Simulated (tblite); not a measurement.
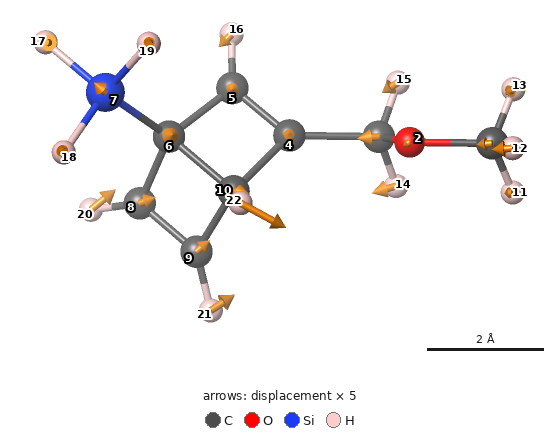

This is a relaxation of C$_{8}$H$_{12}$OSi. The starting structure is drawn; orange arrows show the displacements, magnified 5 times. The two geometries are superimposed by the best rigid fit.

Style: ball-and-stick. Shown at a tilt.

Computed with GFN2-xTB geometry optimisation, gas phase (tblite). 

Q: What did the optimiser do to the structure, and how much energy did it gain?

A: Over 43 geometry steps the energy falls by 5.40 kcal/mol. The atom that moves furthest after the best rigid fit is an H atom (0.18 Å). By element the largest moves are H 0.18 Å, C 0.08 Å, Si 0.06 Å, O 0.03 Å. Some distances before and after: C–C 1.557 → 1.486 Å, H–Si 1.497 → 1.464 Å, C–O 1.433 → 1.401 Å, C–C 1.540 → 1.567 Å. Bond angles that change, for instance: C–C–H 119.4° → 124.9°, C–Si–H 112.8° → 108.5°, H–Si–H 106.7° → 110.8°.
